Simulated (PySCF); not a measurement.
Consider C$_{5}$H$_{4}$FN$_{2}$ (SMILES C=Cc1nc(F)c[n-]1) (charge −1).

Input file:

```
{"job": {"kind": "uv", "xc": "CAM-B3LYP", "basis": "def2-SVPD", "nstates": 8, "ntriplets": 3}, "charge": -1, "multiplicity": 1}
C      2.297615     0.433905     0.639477
C      1.407984    -0.492303     0.276914
C      0.030754    -0.253180    -0.032435
N     -0.557362     0.966754     0.001818
C     -1.809635     0.686637    -0.353934
F     -2.769469     1.661835    -0.449339
C     -1.980470    -0.662660    -0.597497
N     -0.792343    -1.262216    -0.389143
H      2.006585     1.466687     0.722516
H      3.327264     0.190323     0.860608
H      1.702122    -1.533828     0.193756
H     -2.861847    -1.202638    -0.898769
```

Run with:

```sh
OMP_NUM_THREADS=1 python probes_run.py task.json out
```

Geometry: GFN2-xTB.

All numbers below come from PySCF 2.14.0, CAM-B3LYP/def2-SVPD, SCF density, gas phase.

Q: Predict the electron density and electron localisation function between the atoms.

A: C–N (1.33 Å): ρ is about 2.5 e/Å³ halfway; the ELF peaks at about 0.90 between the atoms: localised, covalent bonding.
C–C (1.33 Å): ρ at the midpoint is about 2.3 e/Å³; the ELF peaks at about 0.95 between the atoms (a multiple bond).
C–F (1.37 Å): ρ is about 2.1 e/Å³ halfway, with its minimum of 1.6 e/Å³ about 0.5 Å from C; the ELF peaks at about 0.85 between the atoms (a polar covalent bond).
C–H (1.08 Å): ρ is about 2 e/Å³ halfway; the ELF climbs to about 1 towards the hydrogen, as it does in any bond to H: an ordinary covalent bond to hydrogen.

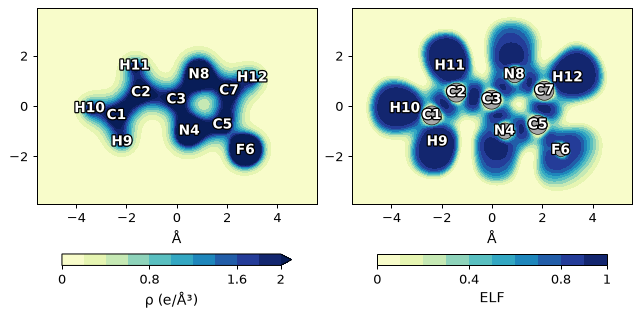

Computed electron density and electron localisation function on the molecular plane, in this order. Grey discs cover the atomic cores in the ELF map. 
